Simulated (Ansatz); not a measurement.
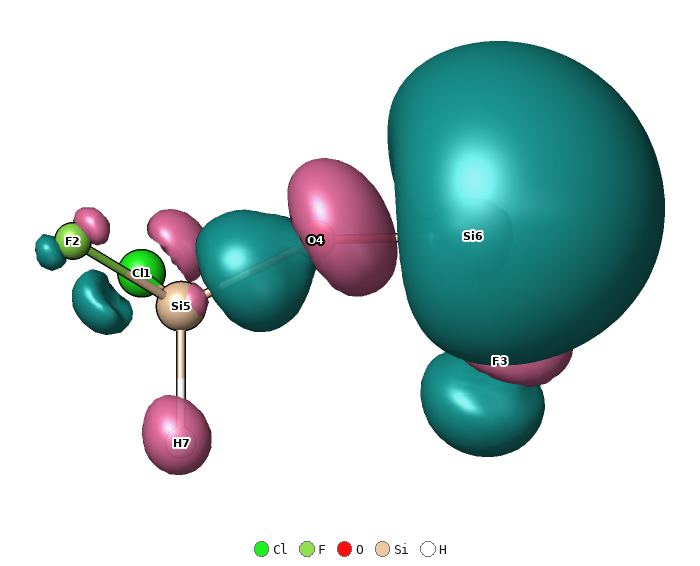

Figure 1: ClF₂HOSi₂. One frontier orbital at ±0.08 Å⁻³ᐟ² (teal and pink are the two phases), seen from one side.

Geometry: B3LYP/6-31G*.

All numbers below come from isolated molecule in a Gaussian basis; Kohn-Sham density functional theory, functional PBE0 (Ansatz 0.2.0).

```yaml
atoms:
  - { symbol: Cl, position_ang: [-2.1259, 0.9822, -0.0832] }
  - { symbol: F, position_ang: [0.2329, 2.7800, 0.0241] }
  - { symbol: F, position_ang: [-2.3502, 1.5283, 4.0212] }
  - { symbol: O, position_ang: [-0.4741, 1.7729, 2.3332] }
  - { symbol: Si, position_ang: [-1.0327, 2.4000, 0.9247] }
  - { symbol: Si, position_ang: [-0.7561, 1.2337, 3.8873] }
  - { symbol: H, position_ang: [-1.8552, 3.5998, 1.1312] }
```

> Which orbital is it: HOMO or LUMO?

The HOMO, at −8.31 eV. It lies mainly on Si6 (about 80 %), F3 (about 10 %) and O4 (about 10 %).
